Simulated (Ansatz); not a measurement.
System: bcc Mo. Method: r²SCAN-D4 (PAW; Ansatz, a program for electronic structure).

Settings: plane-wave cutoff 560 eV, 24×24×24 k mesh, Fermi–Dirac smearing 0.05 eV, no spin polarisation, scalar-relativistic PAW data made under PBE.

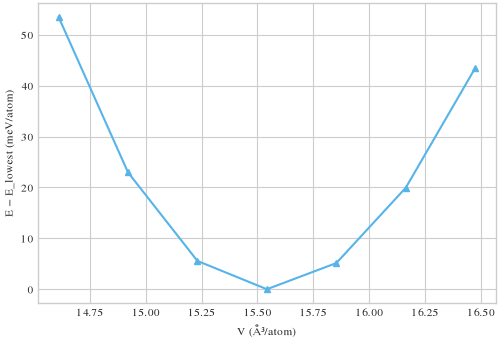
Figure: Total energy against volume

Q: From the curve, estimate the equilibrium volume and the bulk modulus.

A: V0 ≈ 15.5 Å³/atom and B0 ≈ 280 GPa; the fit gives V0 = 15.543 Å³/atom, B0 = 275 GPa, B′ = 4.1.

Measured, for comparison: bulk modulus 265 GPa (zero-point energy and finite temperature contributions removed, our sources range from 265 to 278; as tabulated in doi:10.1021/acs.jctc.3c00612); equilibrium volume per atom 15.49 Å³/atom (static lattice: zero-point anharmonic expansion removed; as tabulated in Mejia-Rodriguez and Trickey (2018), arXiv:1807.09216). Computed (rounded) less measured: bulk modulus +4 % (inside the range of the sources held), equilibrium volume per atom +0.3 %.
